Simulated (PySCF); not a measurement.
# C5H12AlN: electronic excitations

What electronic excitations should C5H12AlN (`C=[C](CC)[AlH][NH]C`) show?

Programs: PySCF 2.14.0, with density-fitted response routines of our own. Each step states its level of theory. These are calculated values for one molecule in the gas phase, unless marked as measured. Atoms count from 0, in the outputs and in this text.

**1. The molecule as given**

19 atoms, charge 0, multiplicity 1; geometry from: GFN2-xTB.

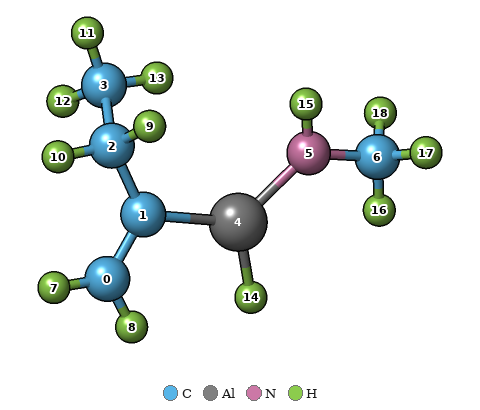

The starting geometry (carbon blue, aluminium grey, nitrogen pink, hydrogen green), atoms numbered.

**2. Excited states and response: PBE0/def2-SVPD**

The job: settings as JSON, then the geometry in Å.

```
{"job": {"kind": "uv", "xc": "PBE0", "basis": "def2-SVPD", "nstates": 8, "ntriplets": 3}, "charge": 0, "multiplicity": 1}
C     -1.220066    -0.476036    -2.142886
C     -0.898307    -0.511122    -0.850722
C     -1.852861    -1.001985     0.203102
C     -2.115054     0.108396     1.216618
Al     0.920779     0.228245    -0.537291
N      1.833540     0.234303     1.001257
C      3.148643     0.816143     1.257145
H     -2.168131    -0.810316    -2.546146
H     -0.505777    -0.094960    -2.866729
H     -1.402685    -1.855607     0.719543
H     -2.795463    -1.333367    -0.243962
H     -2.710344    -0.254381     2.051829
H     -2.644318     0.933716     0.744913
H     -1.163399     0.487549     1.594247
H      1.591529     0.835215    -1.788454
H      1.487521    -0.217497     1.844194
H      3.504415     1.280786     0.337205
H      3.875099     0.056315     1.562485
H      3.105074     1.583854     2.036755
```

Method: TDDFT PBE0/def2-SVPD, vertical, gas phase, core orbitals frozen in the response.

The run is started by

```console
$ OMP_NUM_THREADS=1 python probes_run.py task.json out
```

This one command runs all jobs of the session in turn.

Output:

```text
coarse grid: 15560 points
cycle   1  E = -494.1278916730  dE =  3.590e-01  |g| = 5.261e-01  |ddm| = 6.171e+00
cycle   2  E = -494.0684635591  dE =  5.943e-02  |g| = 7.283e-01  |ddm| = 1.798e+00
cycle   3  E = -494.1995487592  dE = -1.311e-01  |g| = 1.042e-01  |ddm| = 8.594e-01
cycle   4  E = -494.2019620092  dE = -2.413e-03  |g| = 3.454e-02  |ddm| = 1.661e-01
cycle   5  E = -494.2022648109  dE = -3.028e-04  |g| = 6.198e-03  |ddm| = 6.144e-02
cycle   6  E = -494.2022743495  dE = -9.539e-06  |g| = 2.454e-03  |ddm| = 1.644e-02
final grid: 143392 points
cycle   7  E = -494.2696424539  dE = -2.986e-05  |g| = 9.318e-03  |ddm| = 1.028e-01
cycle   8  E = -494.2696260323  dE =  1.642e-05  |g| = 1.241e-02  |ddm| = 2.873e-02
cycle   9  E = -494.2696646702  dE = -3.864e-05  |g| = 1.595e-03  |ddm| = 1.608e-02
cycle  10  E = -494.2696652999  dE = -6.297e-07  |g| = 2.034e-04  |ddm| = 2.086e-03
cycle  11  E = -494.2696653092  dE = -9.347e-09  |g| = 8.512e-05  |ddm| = 5.423e-04
cycle  12  E = -494.2696653107  dE = -1.503e-09  |g| = 3.364e-05  |ddm| = 1.465e-04
cycle  13  E = -494.2696653110  dE = -2.838e-10  |g| = 8.014e-06  |ddm| = 6.693e-05
converged SCF energy = -494.2696653110

Static polarisability (au): isotropic 98.849, principal 76.532 99.626 120.389

Singlet excitations
state   eV       nm        f      main configurations
  1   5.2930    234.2   0.14175   H->L 0.97
  2   5.5401    223.8   0.00667   H-2->L 0.88
  3   5.7073    217.2   0.02007   H->L+1 0.89
  4   6.0918    203.5   0.06360   H-1->L 0.86
  5   6.5239    190.0   0.00112   H->L+2 0.91
  6   6.6278    187.1   0.00201   H->L+3 0.60, H-1->L+1 0.20
  7   6.7149    184.6   0.01434   H-1->L+1 0.45, H-2->L+2 0.30
  8   6.7703    183.1   0.03323   H-2->L+2 0.46, H-1->L+1 0.26, H->L+3 0.11

Triplet excitations (Tamm-Dancoff, eV): 4.1430 4.4703 4.9803
```

It took 88 s on 1 thread of Arm Neoverse N1, shared host; peak memory 1 GiB.

The orbitals next to the gap, with their largest atomic shares:

```tsv
orbital	eV	atoms
HOMO−3	-8.94	H14 30 %, Al4 27 %, N5 16 %
HOMO−2	-7.64	C1 34 %, Al4 20 %, C2 11 %
HOMO−1	-7.52	C0 35 %, C1 33 %, C2 8 %
HOMO	-6.76	N5 59 %, C6 13 %, Al4 8 %
LUMO	-0.63	Al4 36 %, C0 21 %, C1 17 %
LUMO+1	0.20	Al4 47 %, H15 8 %, C6 8 %
LUMO+2	0.71	Al4 26 %, C1 23 %, C0 14 %
```

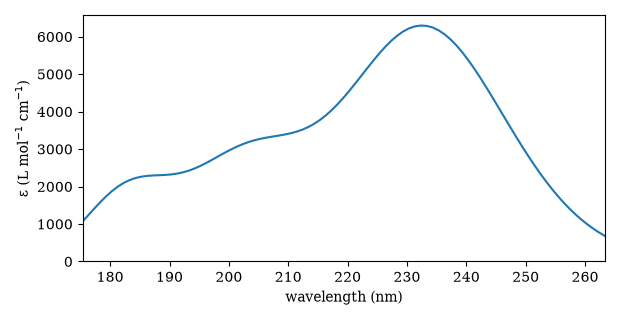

Absorption spectrum: each of the 8 states is a Gaussian band of 0.4 eV half-width at 1/e. Beyond the last state computed it falls off for lack of states.

Further results of this job:

```tsv
property	computed
dipole moment (D)	1.38
polarisability (Å³)	14.65
HOMO–LUMO gap (eV)	6.13
−ε(HOMO) (eV)	6.76
```

**3. Results**

| quantity | value |
| --- | --- |
| lowest singlet (PBE0/def2-SVPD) | 5.29 eV (234 nm), f = 0.142 |
| lowest triplet | 4.14 eV |

**Reading.** The lowest singlet, at 5.29 eV, is HOMO→LUMO 0.97 and is bright. The lowest triplet lies 1.15 eV below the lowest singlet (triplets in Tamm-Dancoff, singlets in full TDDFT).
